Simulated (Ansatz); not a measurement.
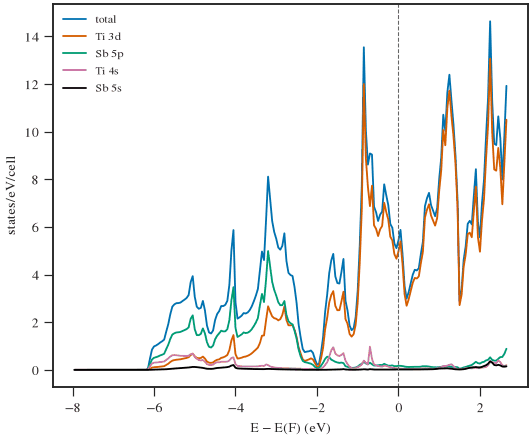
*Total and projected density of states of Ti2Sb in space group I4/mmm (No. 139; Ti on 4e, Ti on 4c, Sb on 4e), r²SCAN in the plane-wave PAW code Ansatz*

Task: Which orbitals carry the states next to the Fermi level?

Result: Within 0.5 eV of the Fermi level: Ti 3d 91 %. Projections are on Löwdin-orthogonalised atomic valence shells; empty p or d shells of many metals are not among them.

Task: Where is the tallest occupied peak in this window, and what makes it?

Result: Near -0.8 eV, about 14 states/eV per cell; the largest projected share is Ti 3d.

The first step of the workflow began from a Materials Project structure, measured or hypothetical; the Crystallography Open Database copy checked does not list it. Whether it is the stable phase at ambient conditions was not checked. Symmetry was held in the r²SCAN relaxation; whether a distortion lowers the energy is not shown. No spin polarisation was allowed. Spin–orbit coupling is left out wherever it is not named.

Potentials: the later of the program's two PAW sets.
